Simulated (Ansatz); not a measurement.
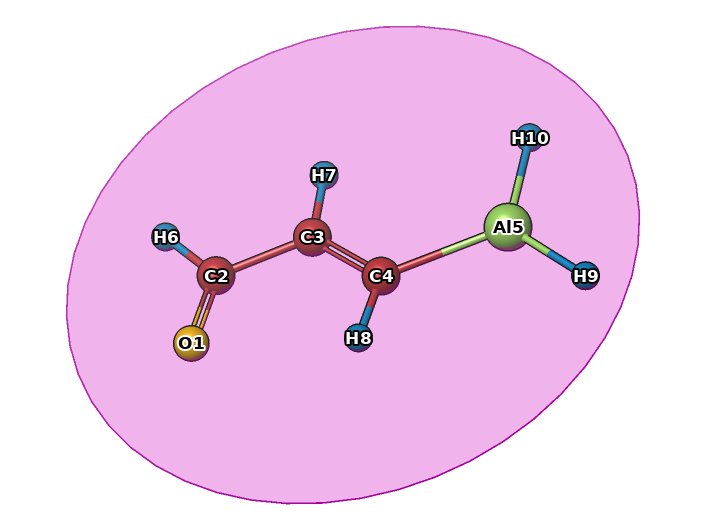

A disc through the centre of mass is drawn in. Atoms fade into the background with distance from the viewer. The computed structure is the end point of a PBE-D4/def2-SVP optimisation. No frequency run is at hand to confirm it as a minimum.

Is the plane of the disc a mirror plane of the structure?

Yes. The reflection leaves O1, C2, C3, C4, Al5, H6, H7, H8, H9, H10 in place. The point group is Cs.
